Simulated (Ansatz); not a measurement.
One crystal and one scan (energy against volume) at two levels, PBE (plane waves to 420 eV, PAW, scalar-relativistic; Ansatz, a first-principles code) and r2SCAN (plane waves to 500 eV, PAW, scalar-relativistic; Ansatz), each from its own relaxed cell and on its own mesh. The cell shown is that of PBE.

Mg3Sb2 (A-La2O3 type, space group P-3m1)

```xyz
5
Lattice="4.5959 0.0000 0.0000 -2.2980 3.9802 0.0000 0.0000 0.0000 7.2716" Properties=species:S:1:pos:R:3 pbc="T T T"
Sb     0.0000     2.6535     1.6419
Sb     2.2980     1.3267     5.6296
Mg     0.0000     0.0000     0.0000
Mg     0.0000     2.6535     4.5983
Mg     2.2980     1.3267     2.6733
```

This relaxed cell (volume V₀) is scaled evenly in all directions, its shape held. The atoms relax within the cell's symmetry.

The energy includes the smearing's −TS. Mg3Sb2 was relaxed with its symmetry unable to fall. Spin-orbit coupling is left out, though Sb is heavy. With the shape held, the modulus is that of even scaling; a crystal free to change shape is softer. Percentages come from the unrounded values. Both scans cover V/V₀ from 0.840 to 1.160.

```json
[
 {"quantity": "Lattice constant a (Å)", "PBE": "4.596", "r2SCAN": "4.567", "PBE − r2SCAN": "+0.029 (+0.6 %)"},
 {"quantity": "Lattice constant c (Å)", "PBE": "7.272", "r2SCAN": "7.247", "PBE − r2SCAN": "+0.025 (+0.3 %)"},
 {"quantity": "Relaxed volume (Å³/atom)", "PBE": "26.60", "r2SCAN": "26.18", "PBE − r2SCAN": "+0.42 (+1.6 %)"},
 {"quantity": "Pressure at the smallest volume (GPa)", "PBE": "10.6", "r2SCAN": "11.5", "PBE − r2SCAN": "-0.9 (-8 %)"},
 {"quantity": "Energy cost of the largest compression (meV/atom)", "PBE": "120.7", "r2SCAN": "129.8", "PBE − r2SCAN": "-9.1 (-7.0 %)"},
 {"quantity": "Energy cost of the largest expansion (meV/atom)", "PBE": "68.2", "r2SCAN": "74.5", "PBE − r2SCAN": "-6.3 (-8.4 %)"},
 {"quantity": "Bulk modulus at fixed cell shape B₀ (third-order Birch-Murnaghan fit) (GPa)", "PBE": "41.7", "r2SCAN": "46.0", "PBE − r2SCAN": "-4.3 (-9.3 %)"},
 {"quantity": "Pressure derivative B₀′ (fit)", "PBE": "4.3", "r2SCAN": "4.1", "PBE − r2SCAN": "+0.2 (+3 %)"},
 {"quantity": "Pressure for 5 % compression (fit) (GPa)", "PBE": "2.4", "r2SCAN": "2.6", "PBE − r2SCAN": "-0.2 (-9 %)"}
]
```

PBE gives the higher value for: lattice constant a; lattice constant c; relaxed volume. PBE gives the lower value for: pressure at the smallest volume; energy cost of the largest compression; energy cost of the largest expansion; bulk modulus at fixed cell shape B₀.

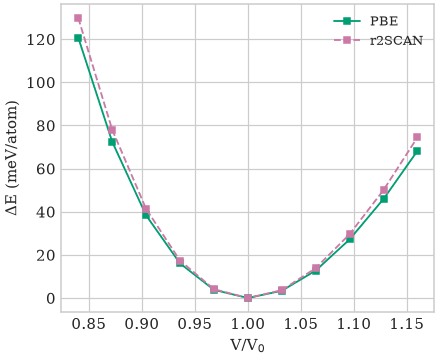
Figure: ΔE, each from the relaxed starting cell of its own level.

(Under strain, the slope of the energy per volume gives the stress and its curvature an elastic modulus.)
